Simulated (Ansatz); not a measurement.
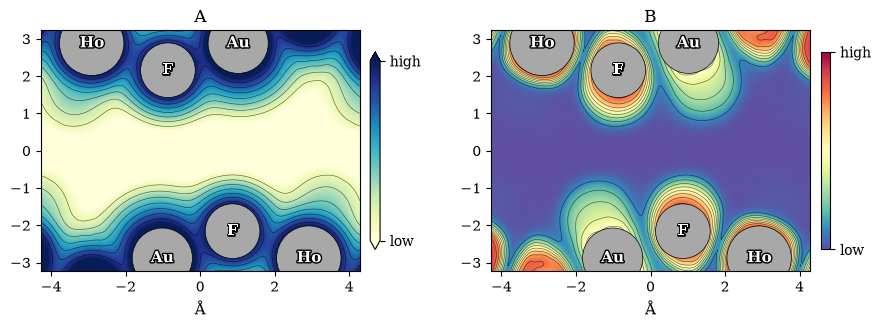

HoAuF$_{4}$: 2 fields on the (11̄0) plane of the conventional cell, with unlabelled colour scales. Grey discs cover the atomic cores.

Space group P-1; a generated structure, not necessarily the stable one; changed on purpose from its base cell (volume × 0.91, shape and atoms relaxed); computed without spin polarisation; no Hubbard U on the f states and no spin–orbit coupling.

Computed with DFT PBE, scalar-relativistic, plane waves, PAW; 4f electrons in the core of a trivalent norm-conserving potential (Ansatz 0.2.0).

**The panels show electron localisation function and valence pseudo-density in some order. Assign them.**

Panel A: valence pseudo-density. Panel B: electron localisation function. From the grid: Au–F (2.02 Å): ρ is about 0.75 e/Å³ halfway; the ELF peaks at about 0.80 in the valence shell of F, 0.6 Å from its nucleus, and drops to about 0.15 between the two atoms: no localised pair shows between them. Ho–F (2.17 Å): ρ at the midpoint is about 0.5 e/Å³; the ELF peaks at about 0.80 in the valence shell of F, 0.6 Å from its nucleus, and drops to about 0.10 between the two atoms; no shared electron pair shows on this line.
